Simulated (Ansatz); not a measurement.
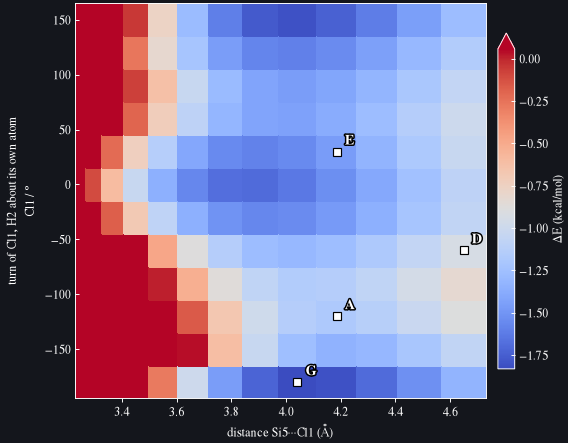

The pair ClH···CH₆OSi. The turn is about an axis along (−0.05, −0.96, −0.28) in the frame of the relaxed pair, normal to the line between the partners. First axis: distance Si5···Cl1. Second axis: turn of Cl1, H2 about its own atom Cl1. The grid has 13 × 12 points. Points are written as (first, second). All energies are given in kcal/mol relative to the two partners far apart, frozen as in the relaxed pair, each in its own basis (no counterpoise correction). The calculation used RKS PBE0-D4/def2-SVPD in Ansatz.

Drawn: one coloured cell a grid point, one colour for all values above the top of the scale, lettered points.

What kind of point is each of E, G: minimum, saddle, maximum or slope?

E: on a slope; G: minimum. (In these two coordinates alone; a stationary point may lie a little off the grid point.)

Rank the lettered points by energy, lowest first.

G (−1.83 kcal/mol), E (−1.46 kcal/mol), A (−1.18 kcal/mol), D (−0.93 kcal/mol).
